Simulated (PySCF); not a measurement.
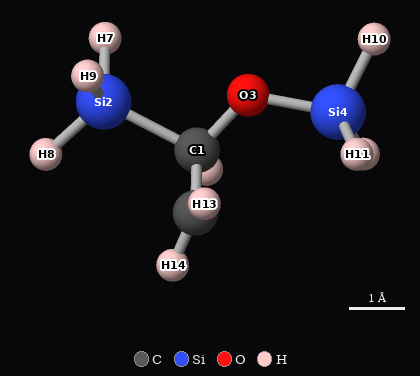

The input geometry (ball-and-stick view, seen at a tilt; atoms are numbered from 1 in the order of the input). Bond lengths as drawn: C–C 1.47 Å, C–H 1.09 to 1.11 Å, C–O 1.42 Å, C–Si 1.92 Å, H–Si 1.49 to 1.50 Å and O–Si 1.67 Å.

## EPR calculation of C$_{2}$H$_{9}$OSi$_{2}$

The run: EPR calculation of C$_{2}$H$_{9}$OSi$_{2}$, multiplicity 2. Method and program: UKS B3LYP, IGLO-III on C O Si, pcH-1 on H, non-relativistic, mean-field spin-orbit, GIAO (PySCF 2.14.0).

## What the program printed
```
UKS, coarse grid
  cycle   1  E = -735.81818388  |g| = 5.31e-01
  cycle   2  E = -735.56292449  |g| = 9.73e-01
  cycle   3  E = -735.91267645  |g| = 9.39e-02
  cycle   4  E = -735.91555604  |g| = 4.29e-02
  cycle   5  E = -735.91647566  |g| = 1.00e-02
  cycle   6  E = -735.91652744  |g| = 1.86e-03
  cycle   7  E = -735.91653246  |g| = 8.44e-04
UKS, final grid
  cycle   1  E = -735.91652049  |g| = 7.66e-04
  cycle   2  E = -735.91652042  |g| = 9.24e-04
  cycle   3  E = -735.91652081  |g| = 1.24e-04
  cycle   4  E = -735.91652082  |g| = 5.52e-05
  cycle   5  E = -735.91652082  |g| = 4.91e-05
  cycle   6  E = -735.91652082  |g| = 4.43e-06
E = -735.91652082 Eh   <S^2> = 0.7545 (exact 0.7500)
g shifts (ppm)      1          2          3
  rmc          -145       -145       -145
  gc              4         31         16
  oz_so        -237        429        720
  total        -378        315        591
hyperfine (MHz)  atom isotope    a_iso     a_fc   dipolar eigenvalues
    0   13C     -25.57     -25.58     -5.09     -2.32      7.41
    1  29Si    -145.72    -145.87    -20.33      9.01     11.32
    2   17O     -30.10     -30.09     -5.44      2.33      3.11
    3  29Si      -1.72      -1.75     -3.26      1.17      2.09
    4   13C      88.89      89.03    -72.72    -71.94    144.66
    5    1H      69.71      69.71     -4.87     -4.43      9.30
    6    1H      44.61      44.61     -2.05     -0.83      2.89
    7    1H      -4.51      -4.51     -2.93     -1.46      4.39
    8    1H      -2.74      -2.74     -3.04     -1.43      4.47
    9    1H      -0.50      -0.50     -1.04     -0.68      1.72
   10    1H       6.91       6.90     -2.57     -1.93      4.50
   11    1H       1.88       1.88     -1.68     -1.44      3.12
   12    1H     -51.51     -51.52    -34.92     -0.21     35.13
   13    1H     -58.89     -58.90    -35.03     -0.48     35.52
```

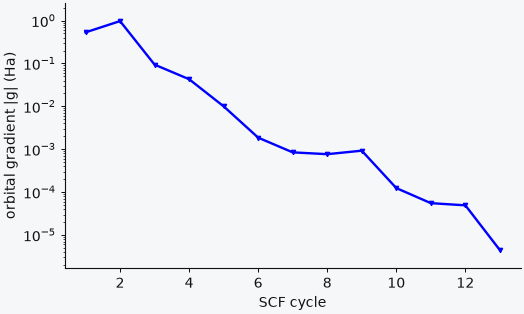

Convergence of the self-consistent field: orbital gradient |g| against the SCF cycle. All cycles printed in the log are drawn one after another.

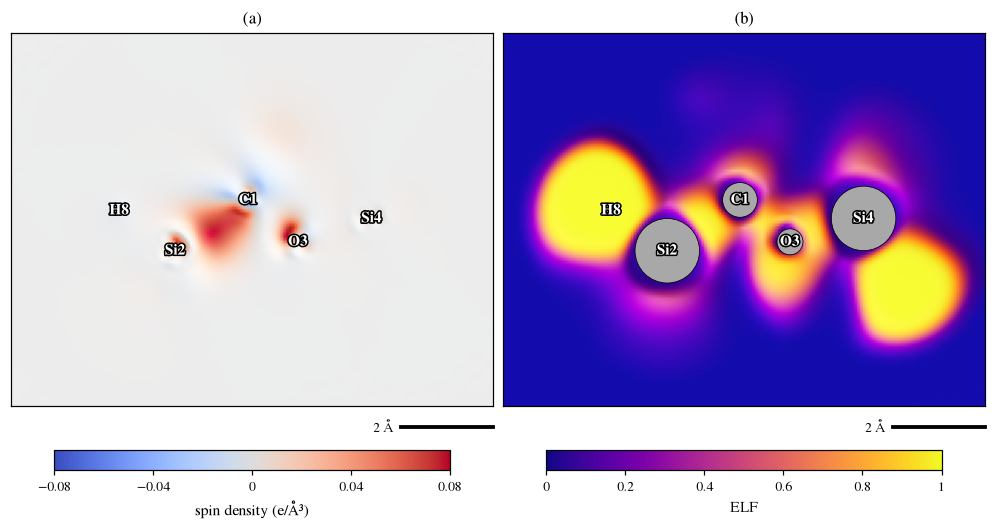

(a) spin density; (b) ELF on the plane of atoms C1, Si2 and H8. Grey discs, where drawn, cover atomic cores. The section cuts through C, Si, O and H sites. C–O (1.42 Å): the ELF peaks at about 0.90 between the atoms (a polar covalent bond). Si–O (1.67 Å): the ELF peaks at about 0.85 between the atoms (a shared but strongly polarised pair). Si–H (1.50 Å): the ELF climbs to about 1 towards the hydrogen, as it does in any bond to H. The unpaired spin (1 electron) lies mostly on C5 (about 0.7), Si2 (about 0.1) and C1 (about 0.1), in electrons by Hirshfeld's partition.

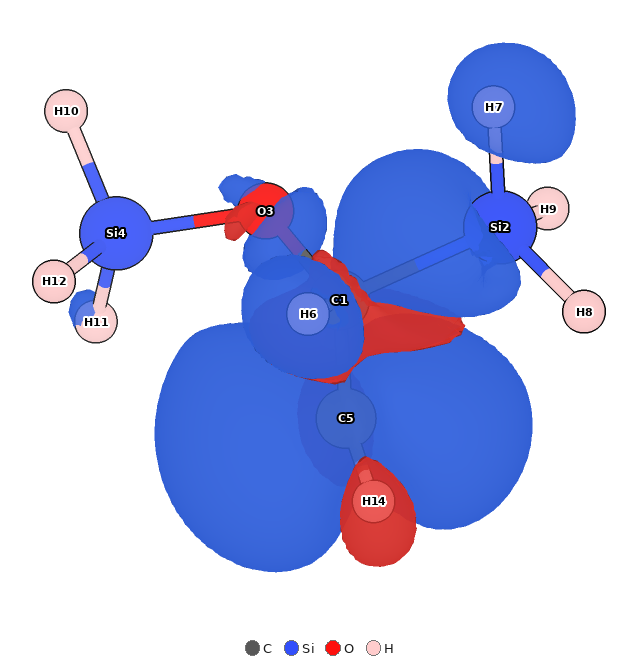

Isosurfaces of the spin density (α minus β) at +0.005 (blue) and −0.005 e/Å³ (red), seen at an oblique angle. The unpaired spin (1 electron) lies mostly on C5 (about 0.7), Si2 (about 0.1) and C1 (about 0.1), in electrons by Hirshfeld's partition.

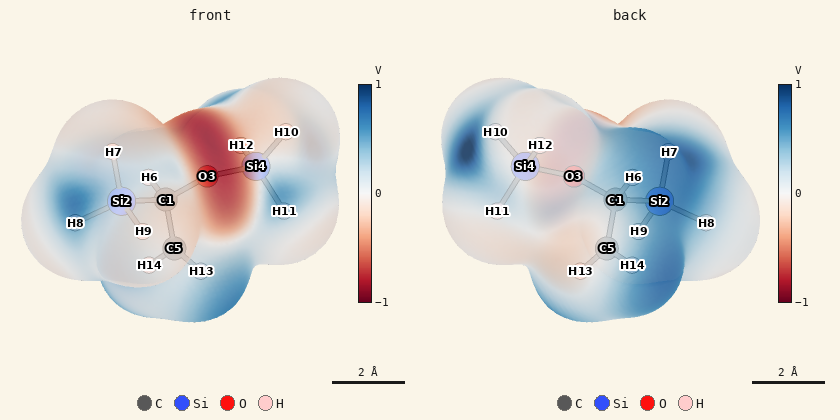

The electrostatic potential painted on the density surface at 0.001 e/bohr³, seen at a tilt and from behind; red is negative and blue positive. A positive charge is drawn to the negative regions and a negative charge to the positive ones.

This output came from the following input.

## The input
```
{"job": {"kind": "epr"}, "charge": 0, "multiplicity": 2}
C      0.421163     0.048635    -0.254370
Si     1.405601     1.560704     0.414166
O     -0.282021    -0.457761     0.866584
Si    -1.282580    -1.797177     0.768895
C     -0.443510     0.463603    -1.370248
H      1.174432    -0.687481    -0.607451
H      2.287033     1.138160     1.544468
H      2.251687     2.124691    -0.682271
H      0.435408     2.593277     0.880379
H     -1.557723    -2.202241     2.173795
H     -2.571617    -1.493044     0.076733
H     -0.585918    -2.897741     0.031100
H     -1.414759     0.917761    -1.155522
H     -0.035222     0.556137    -2.379117
```

The first line tells a small driver script what to run in PySCF; the rest is the geometry in Å.

Launch command:
```bash
OMP_NUM_THREADS=1 python <driver script> task.json out
```

## Key numbers

| quantity | value |
| --- | --- |
| outcome | converged |
| total energy | −735.916521 hartree |
| ⟨S²⟩ | 0.754 |
| isotropic g | 2.0025 |
| hardware | 1 CPU thread, shared host |
| wall time | 64 s |
| peak memory | 0.86 GiB |
